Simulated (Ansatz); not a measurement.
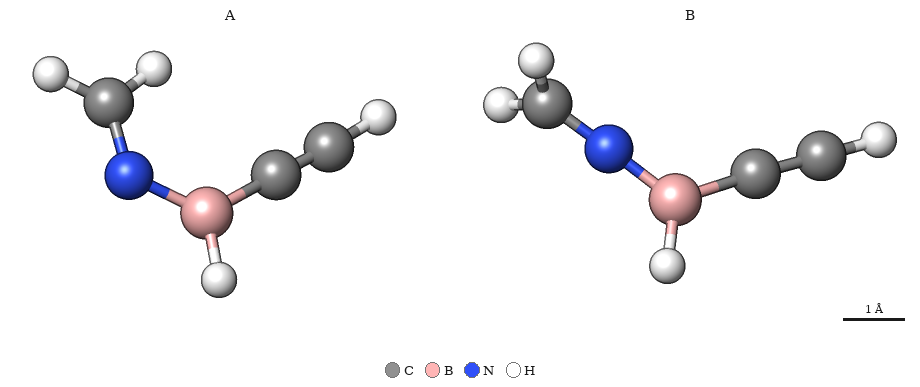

Two geometries of C$_{3}$H$_{4}$BN, drawn at one scale. One is the start of a relaxation, the other its converged end. A ball-and-stick model, seen at a tilt.

Theory: RKS revPBE/cc-pVDZ in Ansatz. Set-up: no spin polarisation; force threshold 0.015 eV/Å; at most 40 steps.

### Which one is relaxed?

Structure B is the relaxed one. The run prepares an end point of a later path (torsion) calculation, from a guessed geometry. Over 19 accepted moves (21 points after the start) the energy falls by 1.466 eV. The largest force component goes from 12 to 0.011 eV/Å. The line search rejected the trial steps at points 14, 18 of the run. The largest move after the best rigid fit is that of an H atom, 1.95 Å. By element the largest moves are H 1.95 Å, N 0.71 Å, C 0.55 Å, B 0.32 Å. Some distances before and after: C–N 1.350 → 1.259 Å, C–C 1.149 → 1.232 Å, B–N 1.450 → 1.378 Å, C–H 1.132 → 1.080 Å. Bond angles that change, for instance: B–N–C 121.7° → 178.5°, C–B–N 125.7° → 121.2°, C–B–H 117.7° → 121.8°.
